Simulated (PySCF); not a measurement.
# In3N: rigid scans about the minimum

Aim: map the energy of singlet In3N about its PBE0 minimum, with rigid distortions.

Computed with PySCF 2.14.0. Level: PBE0, basis N def2-SVP, In def2-SVP with ECP28, scalar-relativistic core potentials, no spin–orbit coupling, density fitting.

### 1 Where the work starts

4 atoms, charge 0, spin multiplicity 1.

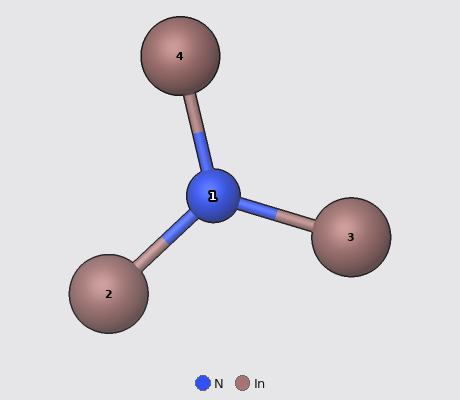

As it starts; nitrogen blue, indium brown; atoms are numbered from 1 in the order of the file.

Z-matrix (Å, degrees; charge 0 multiplicity 1):
```
N
In 1 2.1138
In 1 2.1138 2 120.00
In 1 2.1138 2 120.00 3 180.00
```

### 2 Breathing scan

One driver script runs all scans and calls PySCF for each point, on a (75, 302) grid.

Started as:

```sh
$ OMP_NUM_THREADS=2 python axn.py task.json out
```

A rigid scan with PBE0: all bonds to the central atom are scaled together. Each point starts from its neighbour's orbitals, and energies count from the minimum.

```tsv
scale of all bonds to the centre	energy (kJ/mol)
0.88	202.2
0.92	78.5
0.96	17.2
1.00	0.0
1.04	13.5
1.08	47.9
1.14	123.8
1.22	247.0
1.35	454.7
```

The scan needed 26 s of wall time on 2 threads of Intel Xeon Platinum 8259CL at 2.50GHz (Skylake/Cascade Lake), shared host.

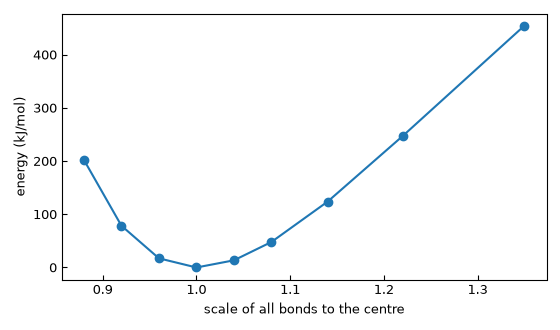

Energy along the scan.

### 3 Stretching one bond

A rigid scan with PBE0: the bond from N to the last atom (In) is scaled and the rest held.

```tsv
scale of one bond	energy (kJ/mol)	dipole size (D)
0.92	22.6	1.30
0.96	4.9	0.65
1.00	0.0	0.00
1.05	5.8	0.81
1.12	27.3	1.92
1.20	61.1	3.13
1.35	129.5	5.18
1.55	209.3	7.44
1.80	283.6	9.53
2.20	356.9	11.61
```

The scan took 28 s.

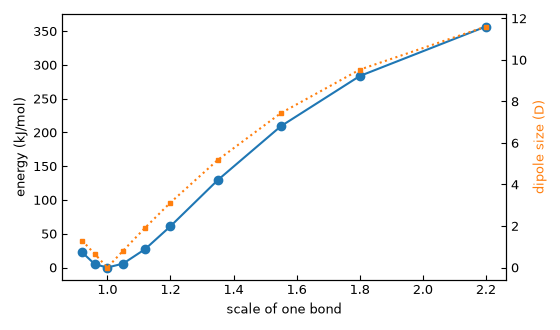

Energy (circles) and dipole moment (squares) along the scan.

A restricted determinant lies too high at long bonds, where the pair should uncouple.

### 4 Umbrella curve

A rigid scan with PBE0: angle between each bond and the threefold axis, bonds fixed.

```tsv
angle of the bonds to the threefold axis (°)	energy (kJ/mol)	dipole size (D)
55	159.4	0.30
60	98.8	0.37
65	59.7	0.40
70	34.2	0.39
75	17.6	0.33
80	7.4	0.24
85	1.8	0.12
90	0.0	0.00
```

The scan took 21 s.

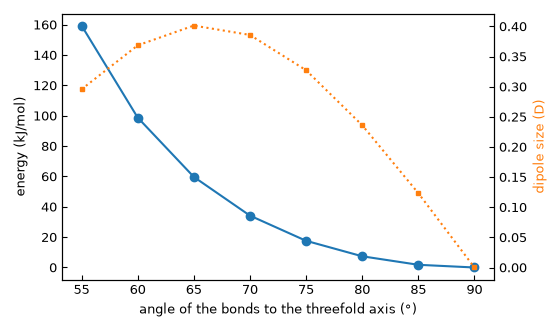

Energy (circles) and dipole moment (squares) along the scan.

### 5 What came out

```
            quantity        value
all bonds 4 % longer  13.5 kJ/mol
one bond 20 % longer  61.1 kJ/mol
```

What this shows: Shortening all bonds by 4 % costs 17.2 kJ/mol and lengthening them 13.5: the wall is steeper on the short side.
